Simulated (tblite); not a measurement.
## Geometry relaxation of C$_{4}$H$_{9}$SSi (part 2 of 2)

C$_{4}$H$_{9}$SSi, multiplicity 2, SMILES CC(=S)[Si](C)C; GFN2-xTB geometry optimisation, gas phase (tblite 0.8.0). It belongs to a series of runs on one base structure; here: X = H replaced by C(S)CH3.

Geometry of the input (Å):
```
C  2.4448  -0.0601  -0.1170
C  1.1320  -0.3073  -0.7955
S  1.1493  -0.7422  -2.1658
Si -0.4408  -0.0888  0.0918
C  -1.7093  -1.3703  -0.2856
C  -1.1041  1.6268  0.1171
H  3.1642  -0.8820  -0.2924
H  2.9276  0.8841  -0.4908
H  2.3338  -0.0037  1.0036
H  -2.6451  -0.9664  -0.7453
H  -1.3153  -2.1292  -1.0099
H  -2.0287  -1.8777  0.6655
H  -2.1153  1.5707  0.6272
H  -1.3029  2.0460  -0.8886
H  -0.4946  2.3081  0.7583
```

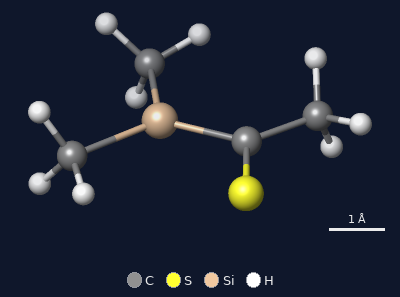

Fig. 1: The geometry at step 87 of the log (ball-and-stick view, seen at a tilt).

Trajectory as extended XYZ, continued
```
15
Properties=species:S:1:pos:R:3:forces:R:3 step=48 energy=-491.02512
C     2.4372    0.2105   -0.2256   -0.0410   0.1140   0.0620
C     1.2417   -0.5906   -0.6612    0.0530  -0.0610  -0.0480
S     1.4584   -2.1001   -1.3942    0.0740   0.0400  -0.0100
Si   -0.4762   -0.0770   -0.3901   -0.0210  -0.0130   0.0760
C    -1.9107   -1.2861   -0.6189    0.0600  -0.0120  -0.0030
C    -1.0101    1.5597    0.3957   -0.0870   0.0680  -0.0270
H     3.3292   -0.4193   -0.2567   -0.1490   0.1310   0.0120
H     2.6114    1.0969   -0.8454   -0.0740  -0.2170  -0.0940
H     2.2753    0.5788    0.7888    0.1410  -0.0690   0.0530
H    -2.7501   -0.8507   -1.1582    0.0610  -0.0130   0.0180
H    -1.5423   -2.1407   -1.1790   -0.1290  -0.0790   0.0240
H    -2.2752   -1.6352    0.3495    0.0400   0.0060  -0.1630
H    -1.8249    1.3702    1.0948    0.1080   0.1220  -0.0050
H    -1.3779    2.2582   -0.3569    0.0680  -0.0400   0.1250
H    -0.1903    2.0334    0.9297   -0.1040   0.0240  -0.0210
15
Properties=species:S:1:pos:R:3:forces:R:3 step=58 energy=-491.05976
C     2.3925    0.2588   -0.2454    0.0070   0.0540  -0.0140
C     1.2366   -0.6425   -0.5712   -0.0150  -0.0070   0.0290
S     1.5195   -2.1806   -1.2024    0.0390  -0.0420  -0.0330
Si   -0.4879   -0.1388   -0.3235   -0.0090  -0.0070   0.0500
C    -1.9362   -1.2997   -0.6835    0.0140   0.0150  -0.0070
C    -0.9494    1.5335    0.4459   -0.0270   0.0310   0.0080
H     3.3217   -0.3043   -0.2806   -0.0060  -0.0290  -0.0140
H     2.4599    1.0741   -0.9686    0.0120  -0.0130   0.0100
H     2.2842    0.6994    0.7459    0.0060  -0.0010  -0.0060
H    -2.7171   -0.8042   -1.2552   -0.0040   0.0080  -0.0110
H    -1.5974   -2.1635   -1.2483    0.0230   0.0180   0.0070
H    -2.3795   -1.6621    0.2409   -0.0140  -0.0060   0.0060
H    -1.7308    1.4110    1.1912   -0.0260   0.0040  -0.0040
H    -1.3194    2.2234   -0.3090    0.0030  -0.0020   0.0300
H    -0.1012    2.0035    0.9363   -0.0010  -0.0230  -0.0520
15
Properties=species:S:1:pos:R:3:forces:R:3 step=67 energy=-491.06257
C     2.3921    0.2564   -0.2450    0.0100   0.0150  -0.0030
C     1.2339   -0.6456   -0.5649   -0.0010   0.0120  -0.0010
S     1.5287   -2.1677   -1.2326   -0.0150  -0.0080  -0.0070
Si   -0.4888   -0.1525   -0.2782    0.0040   0.0020   0.0170
C    -1.9342   -1.3030   -0.6745    0.0040   0.0060  -0.0040
C    -0.9573    1.5369    0.4501   -0.0010   0.0120   0.0010
H     3.3170   -0.3135   -0.2872    0.0090  -0.0140   0.0150
H     2.4651    1.0689   -0.9705   -0.0220  -0.0070   0.0080
H     2.2892    0.6976    0.7464    0.0180   0.0050  -0.0100
H    -2.7019   -0.7965   -1.2549    0.0030  -0.0030  -0.0120
H    -1.5804   -2.1562   -1.2459   -0.0010   0.0000  -0.0020
H    -2.3993   -1.6814    0.2327   -0.0030   0.0010   0.0080
H    -1.7432    1.4417    1.1951    0.0060  -0.0180   0.0010
H    -1.3209    2.2092   -0.3228   -0.0010  -0.0010  -0.0010
H    -0.1044    2.0138    0.9246   -0.0100  -0.0020  -0.0100
15
Properties=species:S:1:pos:R:3:forces:R:3 step=77 energy=-491.06307
C     2.3973    0.2522   -0.2425   -0.0020  -0.0050  -0.0020
C     1.2342   -0.6437   -0.5636    0.0020   0.0050  -0.0010
S     1.5152   -2.1586   -1.2554    0.0030   0.0090   0.0080
Si   -0.4867   -0.1538   -0.2632    0.0020   0.0080  -0.0040
C    -1.9299   -1.3037   -0.6702   -0.0030   0.0020   0.0020
C    -0.9625    1.5402    0.4496   -0.0050  -0.0030   0.0030
H     3.3199   -0.3219   -0.2852    0.0000  -0.0010   0.0000
H     2.4690    1.0647   -0.9677    0.0020  -0.0060  -0.0010
H     2.2993    0.6949    0.7487    0.0030  -0.0040  -0.0060
H    -2.6934   -0.7967   -1.2559    0.0020   0.0020  -0.0040
H    -1.5743   -2.1566   -1.2410    0.0080   0.0020   0.0030
H    -2.4010   -1.6829    0.2338   -0.0050   0.0030   0.0000
H    -1.7486    1.4434    1.1940    0.0060   0.0010   0.0050
H    -1.3295    2.2034   -0.3296   -0.0050  -0.0050   0.0010
H    -0.1135    2.0270    0.9206   -0.0070  -0.0060  -0.0040
15
Properties=species:S:1:pos:R:3:forces:R:3 step=87 energy=-491.06421
C     2.4094    0.2479   -0.2551   -0.0210  -0.0180  -0.0020
C     1.2385   -0.6462   -0.5512   -0.0010   0.0000  -0.0010
S     1.5047   -2.1766   -1.2149    0.0100   0.0090   0.0020
Si   -0.4810   -0.1457   -0.2585    0.0030   0.0130   0.0110
C    -1.9212   -1.2900   -0.6852   -0.0170  -0.0040   0.0060
C    -0.9803    1.5350    0.4696    0.0090   0.0000   0.0050
H     3.3290   -0.3321   -0.2939   -0.0140   0.0040   0.0080
H     2.4783    1.0435   -0.9988    0.0120   0.0100   0.0080
H     2.3188    0.7102    0.7278    0.0140   0.0020  -0.0140
H    -2.6568   -0.7875   -1.3090   -0.0050  -0.0070  -0.0090
H    -1.5570   -2.1608   -1.2219    0.0050  -0.0040  -0.0050
H    -2.4282   -1.6397    0.2110   -0.0090  -0.0010   0.0030
H    -1.7365    1.4204    1.2430    0.0240  -0.0110  -0.0160
H    -1.3940    2.1838   -0.2986    0.0010   0.0000   0.0080
H    -0.1282    2.0457    0.9083   -0.0100   0.0080  -0.0030
15
Properties=species:S:1:pos:R:3:forces:R:3 step=96 energy=-491.06466
C     2.4127    0.2468   -0.2607   -0.0050  -0.0040   0.0020
C     1.2386   -0.6454   -0.5475    0.0000   0.0020   0.0000
S     1.5056   -2.1823   -1.1956   -0.0020   0.0020  -0.0050
Si   -0.4807   -0.1418   -0.2588    0.0000   0.0050   0.0000
C    -1.9215   -1.2852   -0.6916   -0.0020  -0.0010   0.0010
C    -0.9835    1.5340    0.4771   -0.0010   0.0000   0.0020
H     3.3284   -0.3393   -0.2958   -0.0020   0.0050   0.0060
H     2.4867    1.0366   -1.0103    0.0010   0.0010   0.0030
H     2.3290    0.7185    0.7182   -0.0020   0.0010  -0.0030
H    -2.6454   -0.7897   -1.3347    0.0030  -0.0030  -0.0010
H    -1.5508   -2.1635   -1.2119   -0.0010  -0.0040   0.0020
H    -2.4450   -1.6221    0.2003    0.0010   0.0030  -0.0010
H    -1.7237    1.4047    1.2629    0.0080   0.0030   0.0010
H    -1.4214    2.1778   -0.2816   -0.0020  -0.0030   0.0000
H    -0.1336    2.0591    0.9024    0.0050  -0.0070  -0.0050
15
Properties=species:S:1:pos:R:3:forces:R:3 step=106 energy=-491.06455
C     2.4019    0.2418   -0.2433   -0.0260  -0.0500  -0.0070
C     1.2245   -0.6295   -0.5816    0.0250  -0.0020   0.0150
S     1.4885   -2.1323   -1.3087    0.0020   0.0330   0.0140
Si   -0.4931   -0.1339   -0.2715    0.0210   0.0460  -0.0020
C    -1.9202   -1.2913   -0.7095    0.0600   0.0600   0.0580
C    -0.9715    1.5339    0.5009    0.0010  -0.0770  -0.0500
H     3.2998   -0.3704   -0.1922    0.0030   0.0170  -0.0140
H     2.5504    0.9975   -1.0165    0.0140  -0.0020   0.0010
H     2.2649    0.7522    0.7090   -0.0090   0.0100  -0.0030
H    -2.5665   -0.8693   -1.4709   -0.0550   0.0560  -0.0700
H    -1.5225   -2.2254   -1.0881    0.0240  -0.0830  -0.0300
H    -2.5295   -1.5096    0.1614   -0.0590  -0.0320   0.0570
H    -1.5607    1.3986    1.3987   -0.0620  -0.0730   0.1550
H    -1.5707    2.1271   -0.1789   -0.0510   0.0530  -0.1420
H    -0.0996    2.1187    0.7637    0.1130   0.0430   0.0170
15
Properties=species:S:1:pos:R:3:forces:R:3 step=115 energy=-491.06704
C     2.4036    0.2448   -0.2510   -0.0020  -0.0070   0.0030
C     1.2285   -0.6357   -0.5667    0.0010   0.0040   0.0010
S     1.4930   -2.1482   -1.2702    0.0060  -0.0020  -0.0030
Si   -0.4895   -0.1375   -0.2625    0.0030   0.0130   0.0050
C    -1.9205   -1.2856   -0.7121   -0.0010  -0.0030  -0.0070
C    -0.9748    1.5289    0.5062   -0.0090  -0.0040   0.0030
H     3.3076   -0.3589   -0.2071   -0.0030   0.0070   0.0020
H     2.5386    0.9954   -1.0321    0.0040  -0.0020   0.0030
H     2.2730    0.7636    0.6980    0.0060   0.0040  -0.0040
H    -2.5601   -0.8466   -1.4739   -0.0090   0.0040  -0.0040
H    -1.5285   -2.2207   -1.1026   -0.0040   0.0050   0.0030
H    -2.5401   -1.5136    0.1518   -0.0030   0.0010   0.0090
H    -1.5682    1.3869    1.4065    0.0100  -0.0030  -0.0130
H    -1.5676    2.1225   -0.1855    0.0020  -0.0150   0.0000
H    -0.0993    2.1129    0.7736    0.0000  -0.0010   0.0020
15
Properties=species:S:1:pos:R:3:forces:R:3 step=125 energy=-491.06748
C     2.4083    0.2460   -0.2479   -0.0020  -0.0030   0.0020
C     1.2355   -0.6348   -0.5722    0.0000   0.0020  -0.0010
S     1.5061   -2.1398   -1.2904   -0.0010   0.0000   0.0010
Si   -0.4838   -0.1422   -0.2672    0.0000   0.0010   0.0000
C    -1.9264   -1.2771   -0.7155    0.0010  -0.0010  -0.0010
C    -0.9757    1.5172    0.5109   -0.0010  -0.0030   0.0040
H     3.3084   -0.3605   -0.1748   -0.0010   0.0010   0.0010
H     2.5638    0.9805   -1.0404    0.0010  -0.0030   0.0010
H     2.2619    0.7835    0.6882    0.0000   0.0030  -0.0030
H    -2.5441   -0.8448   -1.4994   -0.0040   0.0000   0.0050
H    -1.5479   -2.2291   -1.0761    0.0050  -0.0020  -0.0040
H    -2.5646   -1.4706    0.1436   -0.0010   0.0020  -0.0020
H    -1.5254    1.3666    1.4365    0.0000  -0.0010   0.0000
H    -1.6145    2.0866   -0.1595    0.0010   0.0010  -0.0010
H    -0.1060    2.1265    0.7366    0.0000   0.0020  -0.0030
```

Results in brief

- outcome: converged
- total energy: −491.0675 eV
- hardware: 1 CPU thread, shared host
- wall time: 0.87 s
- peak memory: 0.17 GiB
